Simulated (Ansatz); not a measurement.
# CClF3 (SMILES FC(F)(F)Cl): revPBE/def2-SVPD

Aim: the vertical ionisation energy of CClF3 at revPBE/def2-SVPD, from 2 runs. 

The calculation is run with Ansatz 0.2.0.

54 further runs of the same task are left out: 9 that didn't finish, 45 set aside as unsound or not needed.

## 1. The molecule

CClF3 has 5 atoms, charge 0, and is taken as a singlet. SMILES: `FC(F)(F)Cl`. The shape is that of a PBE0-D4/def2-TZVP optimisation.

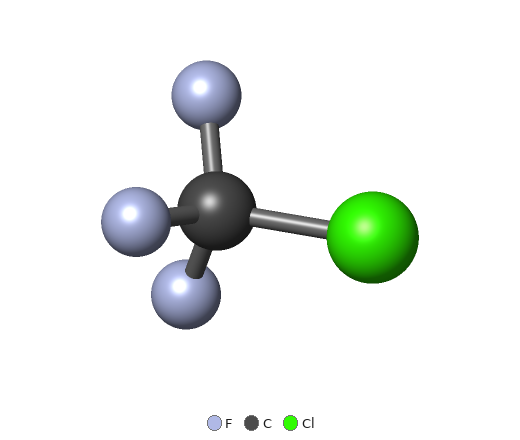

Viewed from a chosen angle; fluorine light blue, carbon dark grey, chlorine green.

## 2. The energy at revPBE/def2-SVPD

The input, job.yaml:

```yaml
basis:
  gaussian: {orbitals: def2-SVPD}
crystal:
  periodic: [false, false, false]
  atoms:
    - {symbol: F, position_ang: [0.213700, 0.019100, 1.326100]}
    - {symbol: C, position_ang: [-0.002200, -0.082500, 0.026100]}
    - {symbol: F, position_ang: [-1.249600, -0.474600, -0.167100]}
    - {symbol: F, position_ang: [0.811700, -0.999000, -0.468500]}
    - {symbol: Cl, position_ang: [0.276300, 1.463300, -0.758000]}
accuracy: high
output: {orbitals: {seedname: orbitals}}
hamiltonian: {xc: {name: revPBE}}
```

Run with:

```sh
$ ansatz run job.yaml --threads 1 --pin off --max-ram 3480MiB --events-out events.jsonl --progress --plain --runs-dir runs
```

What it wrote:

```text
Warning: RAYON_NUM_THREADS=1 ignored (pool sized by the plan → 1); use --threads N
Functional definition: revPBE
  name "revPBE"
  parameter kappa = 1.245
  parameter beta = 0.06672455060314922
  exchange = pbe_x(kappa = kappa, mu = beta*pi^2/3)
  correlation = pbe_c(beta = beta)
2299 factors; integrals over basis functions are off by at most 3.4e-9 eV
mean field evaluation 1: about -21692.6332 eV, gradient 3.9e1 eV
mean field evaluation 2: about -21687.6219 eV, gradient 7.1e1 eV
mean field evaluation 4: about -21694.7814 eV, gradient 1.1e0 eV
mean field evaluation 8: about -21694.7799 eV, gradient 2.0e-2 eV
mean field evaluation 16: about -21694.7799 eV, gradient 2.4e-6 eV
mean field -21694.77990815 eV, -797.2684563745 hartree, gradient 2.3e-8 eV, S^2 0.000000; 0 other end points of the search recorded, 0 dependent functions left out
reference -21694.77991230 eV, -797.2684565269 hartree; 25, 25 occupied and 91, 91 virtual orbitals, 2299 factors
Total energy: -21694.77991230 eV, -797.2684565269 hartree
```

Run time: 8.4 s. Hardware: 1 thread of Arm Neoverse V1, shared host; peak memory 0.32 GiB.

## 3. The doublet cation at the same level

job.yaml, as its differences from that of step 2:

```diff
@@ -1,3 +1 @@
-basis:
-  gaussian: {orbitals: def2-SVPD}
 crystal:
@@ -10,4 +8,12 @@
     - {symbol: Cl, position_ang: [0.276300, 1.463300, -0.758000]}
+basis:
+  gaussian:
+    orbitals: def2-SVPD
+total_charge: 1
+output: {orbitals: {seedname: orbitals}}
+magnetization:
+  spin_polarized: true
+  initial_magnetization: 1
+hamiltonian:
+  xc: {name: revPBE}
 accuracy: high
-output: {orbitals: {seedname: orbitals}}
-hamiltonian: {xc: {name: revPBE}}
```

Run with:

```sh
$ ansatz run job.yaml --threads 1 --pin off --max-ram 3480MiB --events-out events.jsonl --progress --plain --runs-dir runs
```

What it wrote, cut to the lines that bear on the results:

```text
Warning: RAYON_NUM_THREADS=1 ignored (pool sized by the plan → 1); use --threads N
Functional definition: revPBE
  name "revPBE"
[...]
2299 factors; integrals over basis functions are off by at most 3.3e-9 eV
[...]
mean field -21682.19696690 eV, -796.8060418126 hartree, gradient 3.1e-8 eV, S^2 0.751908; 8 other end points of the search recorded, 0 dependent functions left out
reference -21682.19697148 eV, -796.8060419811 hartree; 25, 24 occupied and 91, 92 virtual orbitals, 2299 factors
Total energy: -21682.19697148 eV, -796.8060419811 hartree
```

Run time: 2 min. Hardware: 1 thread of Arm Neoverse V1, shared host; peak memory 0.44 GiB.

## 4. What came out

Level: revPBE/def2-SVPD.

| quantity | value |
| --- | --- |
| singlet CClF3: total energy | -797.26846 Eh |
| singlet CClF3: HOMO energy | -8.55 eV |
| singlet CClF3: LUMO energy | -1.21 eV |
| singlet CClF3: HOMO–LUMO gap | 7.35 eV |
| doublet cation: total energy | -796.80604 Eh |
| doublet cation: HOMO energy (highest over α and β) | -16.56 eV |
| doublet cation: LUMO energy (lowest over α and β) | -16.46 eV |
| doublet cation: ⟨S²⟩ | 0.752 |
| vertical ionisation energy (to the doublet cation) | 12.583 eV |

**Reading.** Removing an electron at fixed nuclei costs 12.58 eV (290 kcal/mol). −ε(HOMO) before ionisation, 8.55 eV, is 4.03 eV below this ionisation energy.
